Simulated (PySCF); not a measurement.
**One shape, several levels: C2H5GeNS (SMILES [CH3][GeH]([SH])[C]#N)**

Wanted: a comparison of 6 runs (HF/STO-3G, HF/3-21G, HF/def2-SVP, B3LYP/6-31G*, MP2/3-21G, MP2/def2-SVP) of C2H5GeNS. Input form: a Python script.

The calculation is run with PySCF 2.14.0.

## 1. Starting point

C2H5GeNS has 10 atoms, charge 0, and is taken as a singlet. SMILES: `[CH3][GeH]([SH])[C]#N`. Geometry: a GFN2-xTB relaxation, a rough one for these elements and not checked as a minimum. This is one conformer, not always the lowest.

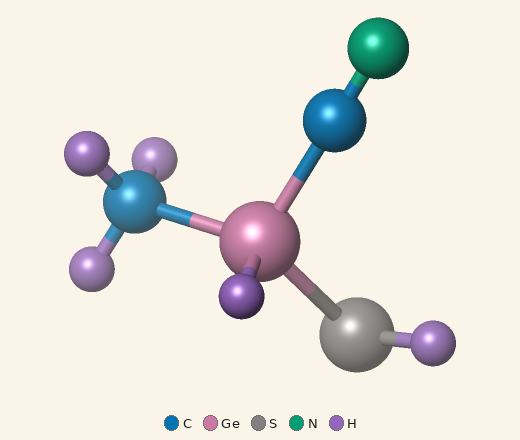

Viewed from a chosen angle; carbon blue, germanium pink, sulfur grey, nitrogen teal, hydrogen purple.

## 2. Energy and gradient at HF/STO-3G (run 1)

job.py reads:

```python
import pyscf.grad
from pyscf import gto, scf

molecule = gto.M(
    atom='''
C     -1.110960    -1.156750    -0.081790
Ge     0.290260     0.143890     0.390570
S      2.222980    -0.505520    -0.470740
C     -0.163970     1.877470    -0.342550
N     -0.441100     2.895340    -0.785970
H     -0.869130    -2.133410     0.331280
H     -2.077880    -0.841800     0.302220
H     -1.179140    -1.247790    -1.164180
H      0.431920     0.406210     1.882240
H      2.897030     0.562350    -0.061100
''',
    max_memory=1860,
    basis='sto-3g',
    verbose=3,
    spin=0,
)

calc0 = scf.RHF(molecule)
calc0.conv_tol = 1e-10
calc0.kernel()
if not calc0.converged:
    calc0 = calc0.newton().run(calc0.mo_coeff, calc0.mo_occ)

e_final = calc0.e_tot
print(f'total energy: {e_final:.8f} hartree')
grad = calc0.Gradients().kernel()
calc0.analyze()
```

The run is started by

```bash
$ OMP_NUM_THREADS=1 python job.py
```

The log of the run:

```text
converged SCF energy = -2576.44417685239
total energy: -2576.44417685 hartree
--------------- RHF gradients ---------------
         x                y                z
0 C    -0.0171332778    -0.0162253300    -0.0047642055
1 Ge     0.0061520321    -0.0167898816    -0.0095429381
2 S     0.0117191231    -0.0020260966    -0.0032023654
3 C    -0.0137941682     0.0621906716    -0.0232833524
4 N     0.0083317586    -0.0332622159     0.0136516633
5 H     0.0022999794    -0.0039214250     0.0018052331
6 H    -0.0033747343     0.0023318280     0.0016529924
7 H     0.0010013678     0.0005141918    -0.0055430858
8 H     0.0051854324     0.0082454856     0.0302529715
9 H    -0.0003875132    -0.0010572279    -0.0010269131
----------------------------------------------
**** MO energy ****
MO #1   energy= -400.609715928124  occ= 2
MO #2   energy= -90.7372286847735  occ= 2
MO #3   energy= -50.4519520424174  occ= 2
MO #4   energy= -45.515894567085   occ= 2
MO #5   energy= -45.515723016975   occ= 2
MO #6   energy= -45.5152931464802  occ= 2
MO #7   energy= -15.329330714725   occ= 2
MO #8   energy= -11.0317020861783  occ= 2
MO #9   energy= -10.9950389087962  occ= 2
MO #10  energy= -8.64526518802968  occ= 2
MO #11  energy= -6.5360764685585   occ= 2
MO #12  energy= -6.27728800732404  occ= 2
MO #13  energy= -6.27525134874855  occ= 2
MO #14  energy= -6.27187183800618  occ= 2
MO #15  energy= -4.57851334988039  occ= 2
MO #16  energy= -4.57735157098738  occ= 2
MO #17  energy= -4.57621155297082  occ= 2
MO #18  energy= -1.14672198831725  occ= 2
MO #19  energy= -0.931815305022383 occ= 2
MO #20  energy= -0.899788153700074 occ= 2
MO #21  energy= -0.731478997896068 occ= 2
MO #22  energy= -0.718328390169143 occ= 2
MO #23  energy= -0.716367317448905 occ= 2
MO #24  energy= -0.715702148635328 occ= 2
MO #25  energy= -0.711585388906949 occ= 2
MO #26  energy= -0.680312059196033 occ= 2
MO #27  energy= -0.558694286425026 occ= 2
MO #28  energy= -0.549094293651671 occ= 2
MO #29  energy= -0.52067213699335  occ= 2
MO #30  energy= -0.48003809580917  occ= 2
MO #31  energy= -0.438690451954545 occ= 2
MO #32  energy= -0.428342767500487 occ= 2
MO #33  energy= -0.410334957297879 occ= 2
MO #34  energy= -0.389375413459781 occ= 2
MO #35  energy= -0.345273089781173 occ= 2
MO #36  energy= -0.287911377902024 occ= 2
MO #37  energy= 0.31275318974643   occ= 0
MO #38  energy= 0.352301769592889  occ= 0
MO #39  energy= 0.399034822297514  occ= 0
MO #40  energy= 0.415304125467101  occ= 0
MO #41  energy= 0.478245586469479  occ= 0
MO #42  energy= 0.504915801909089  occ= 0
MO #43  energy= 0.565721155416039  occ= 0
MO #44  energy= 0.704868031983294  occ= 0
MO #45  energy= 0.712099423802261  occ= 0
MO #46  energy= 0.732701970311232  occ= 0
MO #47  energy= 1.27899063483306   occ= 0
 ** Mulliken atomic charges  **
charge of    0C =     -0.22941
charge of    1Ge =      0.55482
charge of    2S =     -0.00502
charge of    3C =     -0.16926
charge of    4N =     -0.13487
charge of    5H =      0.04228
charge of    6H =      0.04379
charge of    7H =      0.04403
charge of    8H =     -0.10587
charge of    9H =     -0.04047
Dipole moment(X, Y, Z, Debye):  0.40918, -2.62591,  1.76603
```

It took 4.2 s on 1 thread of Intel Xeon at 2.70GHz, shared host; peak memory 0.12 GiB.

## 3. Energy and forces at HF/3-21G (run 2)

run.py reads:

```python
from pyscf import gto, scf

mol = gto.Mole()
mol.atom = '''
C     -2.099410    -2.185941    -0.154561
Ge     0.548512     0.271913     0.738070
S      4.200823    -0.955294    -0.889570
C     -0.309858     3.547904    -0.647326
N     -0.833558     5.471400    -1.485268
H     -1.642418    -4.031561     0.626028
H     -3.926624    -1.590771     0.571113
H     -2.228252    -2.357981    -2.199981
H      0.816211     0.767626     3.556918
H      5.474593     1.062687    -0.115462
'''
mol.basis = '3-21g'
mol.spin = 0
mol.max_memory = 1860
mol.unit = 'bohr'
mol.verbose = 4
mol.charge = 0
mol.build()

mf = scf.RHF(mol)
mf.conv_tol = 1e-10
mf.kernel()
if not mf.converged:
    mf = mf.newton().run(mf.mo_coeff, mf.mo_occ)

etot = mf.e_tot
print('E(%s) = %.9f' % ('HF', etot))
grad = mf.nuc_grad_method().kernel()
dip = mf.dip_moment()
pop, q = mf.mulliken_pop()
```

The run is started by

```bash
$ OMP_NUM_THREADS=1 python run.py
```

The log of the run:

```text
PySCF version 2.14.0

[... 68 lines left out ...]
converged SCF energy = -2593.3034359743
[... 12 lines left out ...]
Dipole moment(X, Y, Z, Debye): -0.82153, -2.21766,  2.24412
[... 44 lines left out ...]
pop of  2 S 4pz           0.92415
pop of  3 C 1s            1.98854
pop of  3 C 2s            0.40775
pop of  3 C 3s            0.82309
pop of  3 C 2px           0.44906
pop of  3 C 2py           0.64930
pop of  3 C 2pz           0.47203
pop of  3 C 3px           0.53334
pop of  3 C 3py           0.35008
pop of  3 C 3pz           0.50050
pop of  4 N 1s            1.99149
pop of  4 N 2s            0.42805
pop of  4 N 3s            1.50340
pop of  4 N 2px           0.46099
pop of  4 N 2py           0.69949
pop of  4 N 2pz           0.49380
pop of  4 N 3px           0.57605
pop of  4 N 3py           0.66878
pop of  4 N 3pz           0.59327
pop of  5 H 1s            0.45781
pop of  5 H 2s            0.29960
pop of  6 H 1s            0.45788
pop of  6 H 2s            0.29785
pop of  7 H 1s            0.45649
pop of  7 H 2s            0.29374
pop of  8 H 1s            0.41784
pop of  8 H 2s            0.75089
pop of  9 H 1s            0.43937
pop of  9 H 2s            0.47314
 ** Mulliken atomic charges  **
charge of    0C =     -1.03157
charge of    1Ge =      1.41780
charge of    2S =     -0.45264
charge of    3C =     -0.17368
charge of    4N =     -0.41530
charge of    5H =      0.24258
charge of    6H =      0.24427
charge of    7H =      0.24977
charge of    8H =     -0.16873
charge of    9H =      0.08750
```

It took 4.5 s on 1 thread of Intel Xeon at 2.70GHz, shared host; peak memory 0.14 GiB.

Run 3 isn't shown in full; the table further down has it.

## 4. Energy and forces at B3LYP/6-31G(d) (Cartesian functions) (run 4)

geometry.xyz reads:

```xyz
10
C2H5GeNS
C     -1.110960    -1.156750    -0.081790
Ge     0.290260     0.143890     0.390570
S      2.222980    -0.505520    -0.470740
C     -0.163970     1.877470    -0.342550
N     -0.441100     2.895340    -0.785970
H     -0.869130    -2.133410     0.331280
H     -2.077880    -0.841800     0.302220
H     -1.179140    -1.247790    -1.164180
H      0.431920     0.406210     1.882240
H      2.897030     0.562350    -0.061100
```

input.py reads:

```python
# [CH3][GeH]([SH])[C]#N
import pyscf.grad
from pyscf import gto, dft

mol = gto.M(
    atom='geometry.xyz',
    charge=0,
    verbose=4,
    basis='6-31g*',
    cart=True,
    spin=0,
    max_memory=1860,
)

calc0 = dft.RKS(mol)
calc0.xc = 'b3lyp'
calc0.conv_tol = 1e-10
calc0.grids.level = 5
calc0.kernel()
if not calc0.converged:
    calc0 = calc0.newton().run(calc0.mo_coeff, calc0.mo_occ)

e_tot = calc0.e_tot
print('Final energy', e_tot)
grad = calc0.Gradients().kernel()
calc0.analyze()
```

The run is started by

```bash
$ OMP_NUM_THREADS=1 python input.py
```

The log of the run:

```text
PySCF version 2.14.0

[... 100 lines left out ...]
Two-electron Coulomb Energy =         1548.824133182590231
[... 11 lines left out ...]
MO #9   energy= -10.2116316110286  occ= 2
[... 9 lines left out ...]
MO #19  energy= -1.25630741087816  occ= 2
[... 9 lines left out ...]
MO #29  energy= -0.42787965895729  occ= 2
[... 9 lines left out ...]
MO #39  energy= 0.00922363004045356 occ= 0
[... 9 lines left out ...]
MO #49  energy= 0.219788628178206  occ= 0
[... 9 lines left out ...]
MO #59  energy= 0.590056075685357  occ= 0
[... 9 lines left out ...]
MO #69  energy= 0.828221566477291  occ= 0
[... 9 lines left out ...]
MO #79  energy= 1.15742611303487   occ= 0
[... 9 lines left out ...]
MO #89  energy= 1.73679036924501   occ= 0
[... 9 lines left out ...]
MO #99  energy= 3.36987395292688   occ= 0
[... 9 lines left out ...]
MO #109 energy= 86.7270868157345   occ= 0
[... 83 lines left out ...]
pop of  3  C 3dyy         0.00090
pop of  3  C 3dyz         0.00176
pop of  3  C 3dzz         0.00124
pop of  4  N 1s           1.99991
pop of  4  N 2s           1.55947
pop of  4  N 3s           0.01544
pop of  4  N 2px          1.06313
pop of  4  N 2py          1.39951
pop of  4  N 2pz          1.10922
pop of  4  N 3px          0.00049
pop of  4  N 3py          0.00294
pop of  4  N 3pz          0.00076
pop of  4  N 3dxx         0.00223
pop of  4  N 3dxy         0.00300
pop of  4  N 3dxz         0.00071
pop of  4  N 3dyy         0.00212
pop of  4  N 3dyz         0.00446
pop of  4  N 3dzz         0.00181
pop of  5  H 1s           0.86494
pop of  5  H 2s           0.00757
pop of  6  H 1s           0.86214
pop of  6  H 2s           0.00775
pop of  7  H 1s           0.86234
pop of  7  H 2s           0.00784
pop of  8  H 1s           0.99239
pop of  8  H 2s           0.00409
pop of  9  H 1s           0.89189
pop of  9  H 2s           0.00842
 ** Mulliken atomic charges  **
charge of    0C =     -0.42206
charge of    1Ge =      0.38457
charge of    2S =     -0.20345
charge of    3C =     -0.08445
charge of    4N =     -0.16521
charge of    5H =      0.12749
charge of    6H =      0.13010
charge of    7H =      0.12981
charge of    8H =      0.00352
charge of    9H =      0.09969
Dipole moment(X, Y, Z, Debye): -0.23375, -2.87473,  1.82094
```

It took 63 s on 1 thread of Intel Xeon at 2.70GHz, shared host; peak memory 1.1 GiB.

Run 5 isn't shown in full; the table further down has it.

## 5. Energy and forces at MP2/def2-SVP (run 6)

input.xyz reads:

```xyz
10

C     -1.110960    -1.156750    -0.081790
Ge     0.290260     0.143890     0.390570
S      2.222980    -0.505520    -0.470740
C     -0.163970     1.877470    -0.342550
N     -0.441100     2.895340    -0.785970
H     -0.869130    -2.133410     0.331280
H     -2.077880    -0.841800     0.302220
H     -1.179140    -1.247790    -1.164180
H      0.431920     0.406210     1.882240
H      2.897030     0.562350    -0.061100
```

job.py reads:

```python
# [CH3][GeH]([SH])[C]#N
from pyscf import gto, scf, mp

mol = gto.M(
    atom='input.xyz',
    max_memory=1860,
    basis='def2-svp',
    verbose=3,
)

myscf = scf.RHF(mol)
myscf.conv_tol = 1e-10
myscf.kernel()
if not myscf.converged:
    myscf = myscf.newton().run(myscf.mo_coeff, myscf.mo_occ)

pt = mp.MP2(myscf, frozen=17).run()
energy = pt.e_tot
print('Final energy', energy)
grad = pt.nuc_grad_method().kernel()
myscf.analyze()
```

The run is started by

```bash
$ OMP_NUM_THREADS=1 python job.py
```

The log of the run:

```text
converged SCF energy = -2605.53609520515
[... 18 lines left out ...]
MO #7   energy= -15.5792992411214  occ= 2
[... 9 lines left out ...]
MO #17  energy= -5.21320223175527  occ= 2
[... 9 lines left out ...]
MO #27  energy= -0.618525139596722 occ= 2
[... 9 lines left out ...]
MO #37  energy= 0.111960920507407  occ= 0
[... 9 lines left out ...]
MO #47  energy= 0.308576999110877  occ= 0
[... 9 lines left out ...]
MO #57  energy= 0.688990657138065  occ= 0
[... 9 lines left out ...]
MO #67  energy= 0.903270746257202  occ= 0
[... 9 lines left out ...]
MO #77  energy= 1.15399076271665   occ= 0
[... 9 lines left out ...]
MO #87  energy= 1.81904260716461   occ= 0
[... 9 lines left out ...]
MO #97  energy= 2.17629955981745   occ= 0
[... 9 lines left out ...]
MO #107 energy= 2.89221494545467   occ= 0
[... 9 lines left out ...]
MO #117 energy= 3.74391192685241   occ= 0
[... 11 lines left out ...]
Dipole moment(X, Y, Z, Debye): -0.04909, -3.00980,  1.89077
```

It took 47 s on 1 thread of Intel Xeon at 2.70GHz, shared host; peak memory 1.7 GiB.

## 6. The series

```csv
run,level,Cartesian functions,integration grid,energy (Eh),dipole moment (D) of the reference,HOMO energy (eV),LUMO energy (eV),wall time
1,HF/STO-3G,no,–,-2576.444177,3.19,-7.83,8.51,4.2 s
2,HF/3-21G,no,–,-2593.303436,3.26,-10.84,2.82,4.5 s
3,HF/def2-SVP,no,–,-2605.536095,3.55,-10.68,3.05,27 s
4,B3LYP/6-31G* (Cartesian functions),yes,5,-2608.945815,3.41,-7.43,-0.78,63 s
5,MP2/3-21G,no,–,-2593.703753,3.26,-10.84,2.82,8.1 s
6,MP2/def2-SVP,no,–,-2606.313316,3.55,-10.68,3.05,47 s
```

## 7. What came out

| quantity | value |
| --- | --- |
| run 6: total energy | -2606.31332 Eh |
| run 6: dipole moment (Hartree–Fock density) | 3.55 D |
| run 6: HOMO energy (Hartree–Fock orbitals) | -10.68 eV |
| run 6: LUMO energy (Hartree–Fock orbitals) | 3.05 eV |
| run 6: HOMO–LUMO gap (Hartree–Fock orbitals) | 13.73 eV |
| run 6: correlation energy (17 core orbitals frozen) | -777.2 mEh |
| run 6: largest force on an atom | 4.505 eV/Å |

In words: Over runs 1, 2, 3, 4 the dipole moment (its size) runs from 3.19 D (HF/STO-3G) to 3.55 D (HF/def2-SVP). Over runs 1, 2, 3, 4 the HOMO–LUMO gap runs from 6.65 eV (B3LYP/6-31G*) to 16.34 eV (HF/STO-3G). The two ends differ in method and basis. In run 1 the basis is minimal, so the values are rough. All runs together took 2.6 min, the longest 63 s.
